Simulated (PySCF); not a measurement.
SMILES CC([SiH2][SiH2]C=C)(C)C, GFN2-xTB optimised geometry. Atoms within 1.6 Å of the plane z = 0.0 Å (x, y, z in Å): Si4 (-0.82, -1.40, 1.56), C5 (-0.17, -0.48, 0.00), C6 (1.36, -0.48, 0.00), C7 (-0.66, -1.17, -1.27), C8 (-0.66, 0.96, 0.00), H14 (-0.48, -2.82, 1.38), H15 (-2.29, -1.34, 1.48), H16 (1.75, -1.50, 0.00), H17 (1.75, 0.03, 0.88), H18 (1.75, 0.03, -0.88), H19 (-1.75, -1.19, -1.30), H21 (-0.31, -2.20, -1.31), H22 (-1.75, 1.00, -0.01), H23 (-0.30, 1.49, -0.88), H24 (-0.31, 1.50, 0.88).

Level of theory: PBE0/def2-SVP (PySCF). Cells within 0.4 Å of a nucleus heavier than hydrogen are left out (blank, or x).

Map of the electrostatic potential (hartree/e), clipped to [-0.08, 0.12] on the plane z = 0.0 Å:

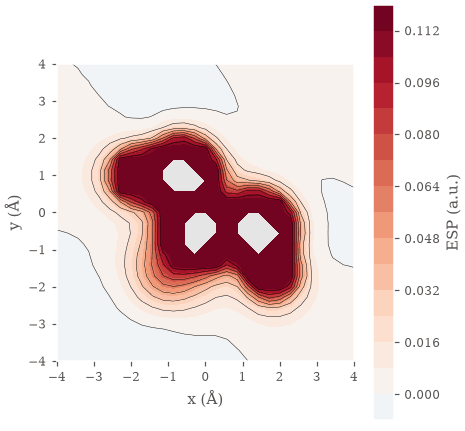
Figure. Electrostatic potential (hartree/e), clipped to [-0.08, 0.12] on the plane z = 0.0 Å.
